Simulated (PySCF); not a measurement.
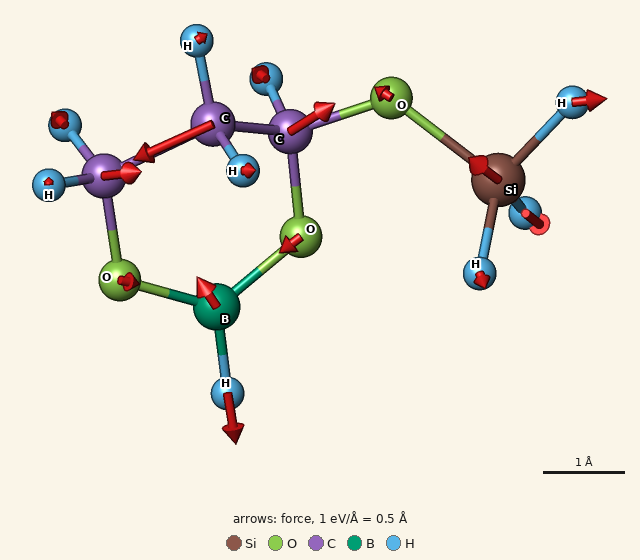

Starting geometry of C$_{3}$H$_{9}$BO$_{3}$Si with the computed forces as red arrows. A ball-and-stick model, seen at a tilt.

The start comes from GFN2-xTB. Its atoms were then displaced at random by about 0.01 Å.

These are results of PySCF 2.14.0, density-fitted response routines, PBE0-D3(BJ)/def2-SVP geometry optimisation, gas phase, not measurements. 

Q: Is this structure relaxed? If not, where do the atoms go?

A: It isn't relaxed: the largest force vector, on a C atom, is 2.29 eV/Å. The final displacements follow the starting forces only in part (cosine between the two patterns 0.33). The largest move after the best rigid fit is that of an H atom, 0.18 Å. Largest moves by element: H 0.18 Å, C 0.08 Å, O 0.06 Å, Si 0.06 Å, B 0.06 Å. Some distances before and after: O–Si 2.693 → 2.781 Å, H–Si 1.423 → 1.491 Å, B–H 1.154 → 1.204 Å, C–C 1.563 → 1.514 Å. Bond angles that change, for instance: O–Si–H 95.4° → 103.2°, H–Si–H 114.8° → 109.5°, C–C–H 108.0° → 111.1°. The energy falls by 6.33 kcal/mol in 8 geometry steps. The run took 3.1 min on 1 thread of Arm Neoverse N1, on a shared host.
